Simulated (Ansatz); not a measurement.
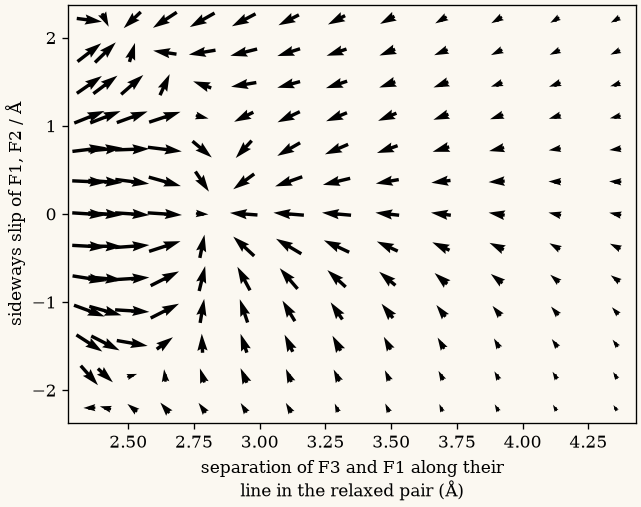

The pair F₂···F₂. Coordinates scanned: (1) separation of F3 and F1 along their line in the relaxed pair; (2) sideways slip of F1, F2. Nothing is relaxed (both partners rigid). The scan uses a 13 × 13 grid. Points are written as (first, second). Theory: RKS B3LYP-D4/def2-TZVPD (Ansatz).

Drawn: dots at the grid points, arrows along the force (downhill), their lengths compressed.

The arrows alone are given. Where is the energy lowest?

Answer. The arrows converge at about (2.803 Å, 0.00 Å) (read from the interpolated surface).

The energy map of the same scan:

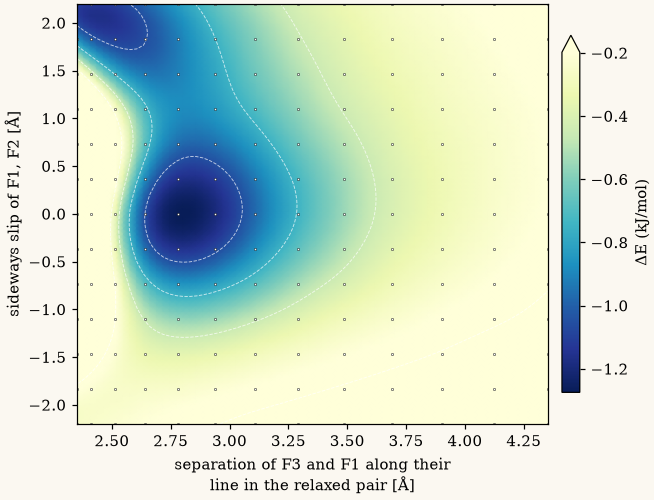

Energies are in kJ/mol, from the two partners far apart, frozen as in the relaxed pair, each in its own basis (no counterpoise correction); between grid points the surface is interpolated.
